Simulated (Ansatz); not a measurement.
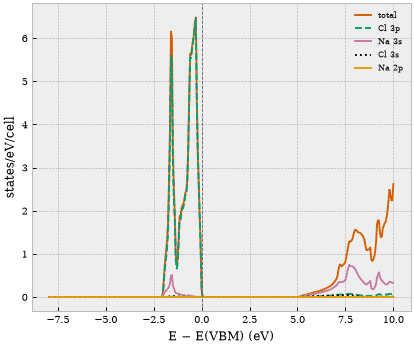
Fig. 1. Total and projected density of states of NaCl (rock salt, Fm-3m), PBEsol (plane waves, PAW; program Ansatz)

**Question.** Which orbitals carry the states next to the gap?

**Answer.** Top 1 eV of the valence band: Cl 3p 99 %. Bottom 1 eV of the conduction band: Na 3s 70 %, Cl 3s 21 %, Cl 3p 7 %. Projections are on Löwdin-orthogonalised atomic valence shells; empty p or d shells of many metals are not among them.

**Question.** Where is the tallest occupied peak in this window, and what makes it?

**Answer.** Near -0.3 eV, about 6.5 states/eV per cell; the largest projected share is Cl 3p.

The cell was relaxed with PBEsol under the symmetry of its start.

Potentials: the earlier of the program's two PAW sets. The files were generated under PBE; for other functionals the program regenerates the frozen cores, and for LDA and PBEsol the local potential too.
